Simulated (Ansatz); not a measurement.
# Two runs on WO₂

System: WO₂, multiplicity 5.
Method of run A: UKS PBE-D4/def2-TZVP (Ansatz 0.2.0).

The geometry: PBE-D4/def2-TZVP start. Text and figures count atoms from 1; the logs count them from 0 in places.

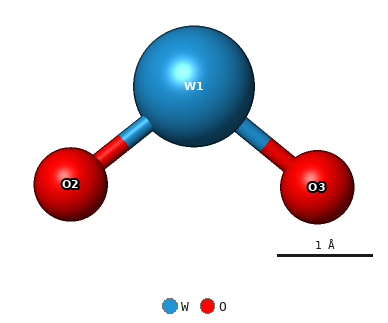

Fig. 1: The structure as given in the input (ball-and-stick view, seen at a tilt; atoms are numbered from 1 in the order of the input). Sticks mark near contacts. Bond lengths as drawn: O–W 1.70 Å.

Input file, run A:
```yaml
crystal:
  periodic: [false, false, false]
  atoms:
    - {symbol: W, position_ang: [0.482370, 0.099010, -0.495134]}
    - {symbol: O, position_ang: [-0.941435, 0.981170, -0.228524]}
    - {symbol: O, position_ang: [0.459065, -1.080190, 0.723658]}
basis:
  gaussian: {orbitals: def2-TZVP}
magnetization: {spin_polarized: true, initial_magnetization: 4}
hamiltonian: {xc: pbe, dispersion: d4}
scf: {omitted_lower_state_checks: [starts]}
output: {orbitals: {seedname: orbitals}}
relax: {f_tol: 0.02, max_steps: 100}
```

Launched with:
```bash
ansatz run in.yaml --threads 4 --pin off --events-out ev --progress --plain --max-ram 3916MiB
```

Hardware: 4 threads of Arm Neoverse V1, 23 GiB of memory available, shared host.

Output, shortened to warnings, some set-up lines, iterations and results (run A):
```
[...]
mean field evaluation 1: about -5905.9897 eV, gradient 4.9e1 eV
mean field evaluation 2: about -5772.7643 eV, gradient 1.8e2 eV
mean field evaluation 4: about -5913.9049 eV, gradient 1.8e1 eV
mean field evaluation 8: about -5915.3165 eV, gradient 7.4e-2 eV
mean field evaluation 16: about -5915.3109 eV, gradient 2.0e-5 eV
relax step   1: F+E_penalty+E_count = -5915.36530029 eV  Δ(F+E_penalty+E_count) = +0.000e0 eV  max|allowed force component| = 4.122e0 eV/Å  Δτ_max = 0.0000 Å  (37 SCF iters, …
mean field evaluation 32: about -5916.2038 eV, gradient 1.7e-5 eV
relax step   2: F+E_penalty+E_count = -5916.25575448 eV  Δ(F+E_penalty+E_count) = -8.905e-1 eV  max|allowed force component| = 9.553e-1 eV/Å  Δτ_max = 0.1943 Å  (46 SCF …
relax step   3: F+E_penalty+E_count = -5916.55086021 eV  Δ(F+E_penalty+E_count) = -2.951e-1 eV  max|allowed force component| = 1.516e0 eV/Å  Δτ_max = 0.1952 Å  (47 SCF iters, …
relax step   4: F+E_penalty+E_count = -5916.78643359 eV  Δ(F+E_penalty+E_count) = -2.356e-1 eV  max|allowed force component| = 2.402e-1 eV/Å  Δτ_max = 0.2000 Å  (47 SCF …
mean field evaluation 64: about -5916.7478 eV, gradient 1.1e-5 eV
relax step   5: F+E_penalty+E_count = -5916.79703015 eV  Δ(F+E_penalty+E_count) = -1.060e-2 eV  max|allowed force component| = 5.165e-2 eV/Å  Δτ_max = 0.1158 Å  (41 SCF …
relax step   6: F+E_penalty+E_count = -5916.79768872 eV  Δ(F+E_penalty+E_count) = -6.586e-4 eV  max|allowed force component| = 5.579e-3 eV/Å  Δτ_max = 0.0251 Å  (35 SCF …
these checks for a lower state are left out or cut short: starts
626 factors; their error is unknown
mean field -5916.74837442 eV, -217.4364922439 hartree, gradient 3.4e-5 eV, S^2 6.011368; 0 other end points of the search recorded, 0 dependent functions left out
the calculation of the forces begins
reference -5916.74841881 eV, -217.4364938752 hartree; 17, 13 occupied and 85, 89 virtual orbitals, 626 factors
Total energy: -5916.79773311 eV, -217.4383061423 hartree
Atom 0 at     0.112853     0.023161    -0.115839 Å, force     0.001351     0.000277    -0.001386 eV/Å
Atom 1 at    -0.981231     1.349611    -0.570843 Å, force     0.003021    -0.005579     0.003206 eV/Å
Atom 2 at     0.868378    -1.372782     0.686683 Å, force    -0.004371     0.005301    -0.001820 eV/Å
Dipole moment:     0.047058     0.009659    -0.048303 e Å
Checks for a lower state left out: starts
```

Run B used a changed input.

The two runs side by side:

```tsv
quantity	run A	run B
outcome	converged	converged
total energy (hartree)	−217.438306	−217.530040
HOMO (eV)	−5.93	−5.09
LUMO (eV)	−7.11	−4.40
dipole moment (D)	0.33	3.76
⟨S²⟩	6.011	2.013
largest force (eV/Å)	0.007	0.014
basis functions	102	102
wall time (shared host)	8 s	4.1 s
```

What was changed in the input?

The change (lines with − go, lines with + come):
```diff
-magnetization: {spin_polarized: true, initial_magnetization: 4}
+magnetization: {spin_polarized: true, initial_magnetization: 2}
```

With the same method and basis, run B lies 57.6 kcal/mol lower. The HOMO goes from −5.93 to −5.09 eV. The LUMO goes from −7.11 to −4.40 eV. The dipole moment goes from 0.33 to 3.76 D. On the same kind of shared host run B took about 0.51 times as long.

Output (run B):
```
Functional definition: PBE
  parameter kappa = 0.804
  parameter beta = 0.06672455060314922
  exchange = pbe_x(kappa = kappa, mu = beta*pi^2/3)
  correlation = pbe_c(beta = beta)
these checks for a lower state are left out or cut short: starts
626 factors; their error is unknown
mean field evaluation 1: about -5900.3499 eV, gradient 7.3e1 eV
mean field evaluation 2: about -5526.9168 eV, gradient 2.5e2 eV
mean field evaluation 4: about -5917.6415 eV, gradient 1.8e1 eV
mean field evaluation 8: about -5919.1292 eV, gradient 3.6e-1 eV
mean field evaluation 16: about -5919.1250 eV, gradient 1.1e-4 eV
mean field -5919.12497152 eV, -217.5238305763 hartree, gradient 2.4e-5 eV, S^2 2.010986; 0 other end points of the search recorded, 0 dependent functions left out
the calculation of the forces begins
reference -5919.12501164 eV, -217.5238320508 hartree; 16, 14 occupied and 86, 88 virtual orbitals, 626 factors
relax step   1: F+E_penalty+E_count = -5919.17938426 eV  Δ(F+E_penalty+E_count) = +0.000e0 eV  max|allowed force component| = 1.153e0 eV/Å  Δτ_max = 0.0000 Å  (33 SCF iters, accepted)
these checks for a lower state are left out or cut short: starts, cluster_reference, orbital_swaps, neighbouring_geometries, increment
626 factors; their error is unknown
mean field -5919.23954135 eV, -217.5280409398 hartree, gradient 1.4e-5 eV, S^2 2.012903; 0 other end points of the search recorded, 0 dependent functions left out
the calculation of the forces begins
reference -5919.23958201 eV, -217.5280424341 hartree; 16, 14 occupied and 86, 88 virtual orbitals, 626 factors
relax step   2: F+E_penalty+E_count = -5919.29309738 eV  Δ(F+E_penalty+E_count) = -1.137e-1 eV  max|allowed force component| = 9.379e-2 eV/Å  Δτ_max = 0.0893 Å  (41 SCF iters, accepted)
these checks for a lower state are left out or cut short: starts, cluster_reference, orbital_swaps, neighbouring_geometries, increment
626 factors; their error is unknown
mean field evaluation 32: about -5919.2477 eV, gradient 1.3e-2 eV
mean field -5919.24044048 eV, -217.5280739825 hartree, gradient 2.0e-5 eV, S^2 2.013133; 0 other end points of the search recorded, 0 dependent functions left out
the calculation of the forces begins
reference -5919.24048119 eV, -217.5280754784 hartree; 16, 14 occupied and 86, 88 virtual orbitals, 626 factors
relax step   3: F+E_penalty+E_count = -5919.29390729 eV  Δ(F+E_penalty+E_count) = -8.099e-4 eV  max|allowed force component| = 9.789e-3 eV/Å  Δτ_max = 0.0084 Å  (35 SCF iters, accepted)
these checks for a lower state are left out or cut short: starts
626 factors; their error is unknown
mean field -5919.24044048 eV, -217.5280739825 hartree, gradient 2.3e-5 eV, S^2 2.013133; 0 other end points of the search recorded, 0 dependent functions left out
the calculation of the forces begins
reference -5919.24048119 eV, -217.5280754784 hartree; 16, 14 occupied and 86, 88 virtual orbitals, 626 factors
Total energy: -5919.29394799 eV, -217.5300403472 hartree
Atom 0 at     0.443281     0.090986    -0.455011 Å, force     0.009536     0.001957    -0.009789 eV/Å
Atom 1 at    -0.970994     1.057456    -0.281970 Å, force    -0.008182     0.004047     0.002573 eV/Å
Atom 2 at     0.527713    -1.148452     0.736981 Å, force    -0.001354    -0.006004     0.007216 eV/Å
Dipole moment:     0.541444     0.111139    -0.555771 e Å
Checks for a lower state left out: starts
```
